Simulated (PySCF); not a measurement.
H₇NPt (Pt(H)4(NH3))

```xyz
9

Pt   -0.2602    0.2896    0.0312
H     1.1751    1.1310    0.5564
H     1.4946    0.3531    0.3879
H    -0.7326    1.7363    0.3739
H    -1.7880    0.1130   -0.3198
N     0.0250   -1.8336   -0.5527
H    -0.7554   -2.3712   -0.1757
H    -0.0241   -1.9168   -1.5689
H     0.8817   -2.2969   -0.2524
```

Core potentials replace the inner electrons of Pt.

Level of theory: RKS PBE0, Pt def2-SVP with ECP60, H def2-SVP, N def2-SVP; non-relativistic Hamiltonian with scalar-relativistic core potentials where named; density fitting in PySCF 2.14.0.

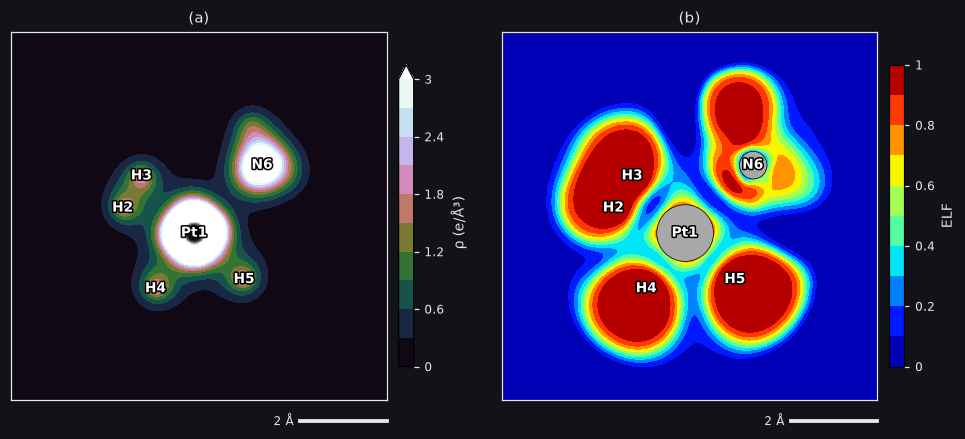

Figure 1. (a) electron density; (b) ELF on the plane of atoms H3, Pt1 and H4. Grey discs cover the atomic cores in the ELF map.

> What does the map show?

- Atoms in the plane: Pt, H and N.
- Pt–N (2.22 Å): ρ is about 0.53 e/Å³ halfway; the ELF peaks at about 0.95 in the valence shell of N, 0.7 Å from its nucleus, and is about 0.15 at the midpoint.
- Pt–H (1.56 Å): the density is about 2.2 e/Å³ at the midpoint; the ELF climbs to about 1 towards the hydrogen.

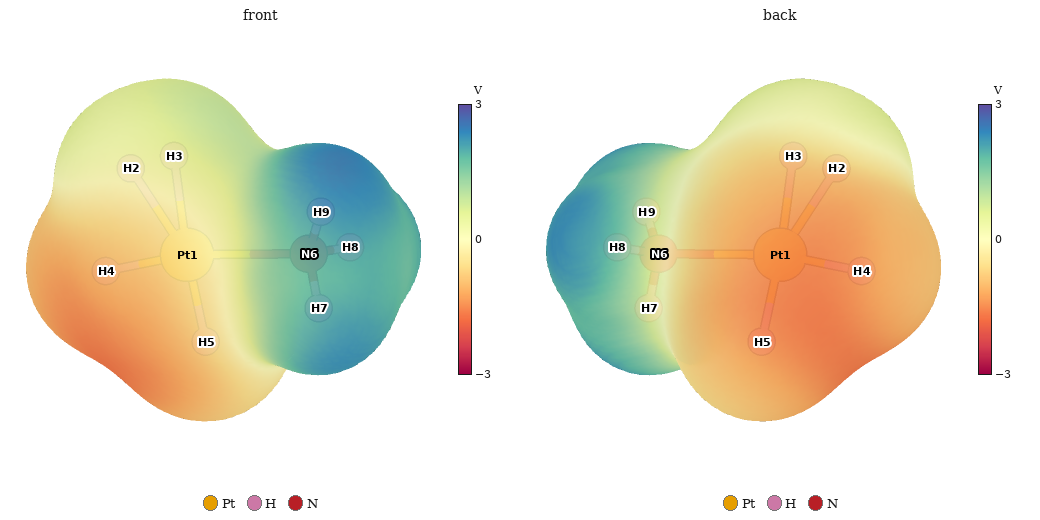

Figure 2. The electrostatic potential painted on the density surface at 0.002 e/bohr³, seen from the front and from behind; red is negative and blue positive.

> Where is the surface potential most negative and most positive?

The most negative region (about −1.7 V) lies over Pt1, the most positive (about +2.5 V) over H9.

> How polar is the molecule by this calculation?

Its dipole moment is 5.65 D.

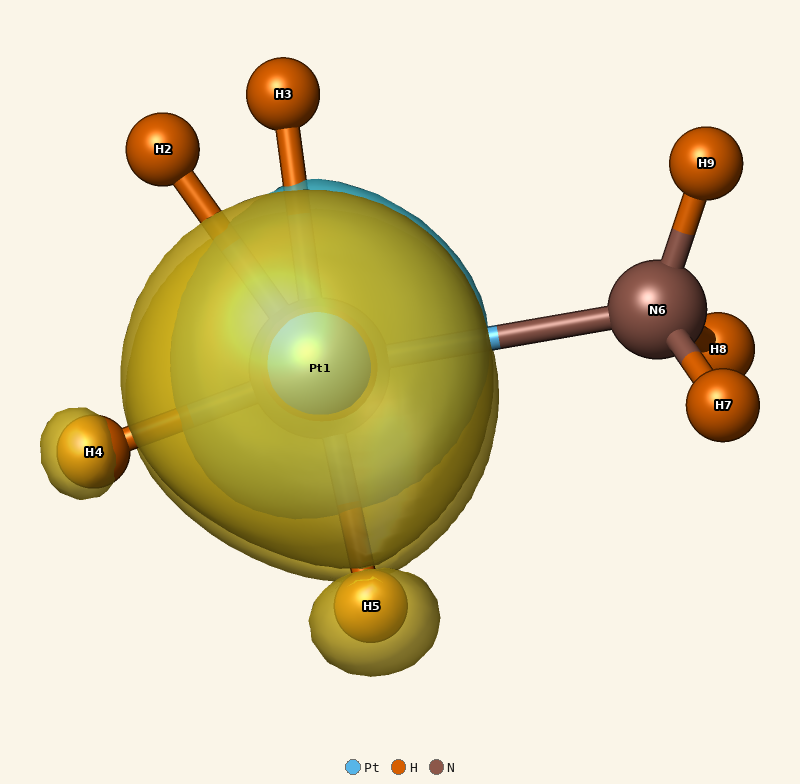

Figure 3. The HOMO at ±0.1 Å⁻³ᐟ² (yellow and cyan are the two phases), seen across its widest extent.

> Where does this orbital lie, and at what energy?

By Hirshfeld shares it lies mainly on Pt1 (about 90 %). Its energy is −6.08 eV.
